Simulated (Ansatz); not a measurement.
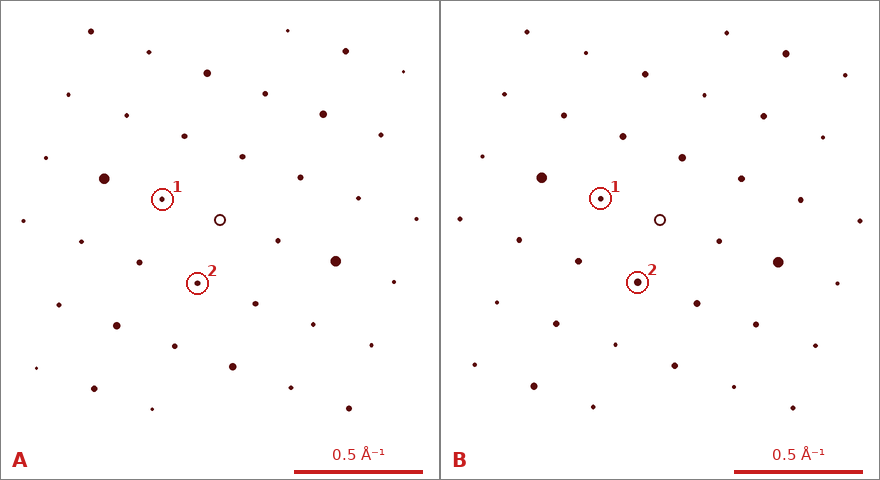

Kinematic electron diffraction patterns (120 kV, B = 0.5 Å², same scale) along [101] of the run's own cell, for the start and the end of one relaxation of LuGe4Bi2Cl with DFT, PAW plane waves, r2scan in Ansatz. k mesh 8×8×4. The start is a generated model structure, and the relaxation ends in the nearest stationary point of its symmetry, not necessarily the ground state. Spot 1 is 0 -1 0 and spot 2 is 1 0 -1 in both.

Start structure:

```yaml
crystal:
  lattice:
    - [4.12764, 0.00000, 0.00000]
    - [0.00000, 4.12764, 0.00000]
    - [0.00000, 0.00000, 9.56120]
  atoms:
    - { symbol: Cl, position: [0.00000, 0.00000, 0.50000] }
    - { symbol: Lu, position: [0.00000, 0.00000, 0.00000] }
    - { symbol: Ge, position: [0.50000, 0.00000, 0.84800] }
    - { symbol: Ge, position: [0.00000, 0.50000, 0.84800] }
    - { symbol: Ge, position: [0.50000, 0.00000, 0.15200] }
    - { symbol: Ge, position: [0.00000, 0.50000, 0.15200] }
    - { symbol: Bi, position: [0.50000, 0.50000, 0.71930] }
    - { symbol: Bi, position: [0.50000, 0.50000, 0.28070] }
```

Question: Which pattern belongs to the start structure, and which to the relaxed one?

Answer: A is the start: its cell gives d(1) = 4.128 Å, d(2) = 3.790 Å and an angle of 90.0°. B is the relaxed structure, with d(1) = 4.042 Å (-2.1 %), d(2) = 3.835 Å (+1.2 %) and 90.0°.

Question: Name reflections whose intensity changes strongly on relaxation.

Answer: 1 0 -1 goes from 6.5 to 23 % of the strongest spot; 2 -1 -2 goes from 25 to 11 % of the strongest spot; 1 1 -1 goes from 7.2 to 16 % of the strongest spot.

Question: What did the relaxation do to the structure and the energy?

Answer: The volume changed by +21.9 % to 24.82 Å³ an atom; with the mean shift removed, the atoms moved by up to 0.76 Å relative to the cell (Bi most); the space group stayed P4/mmm (No. 123); the free energy fell by 1500 meV an atom. Relaxed cell: a = 4.042 Å, b = 4.042 Å, c = 12.153 Å, α = 90.00°, β = 90.00°, γ = 90.00°.
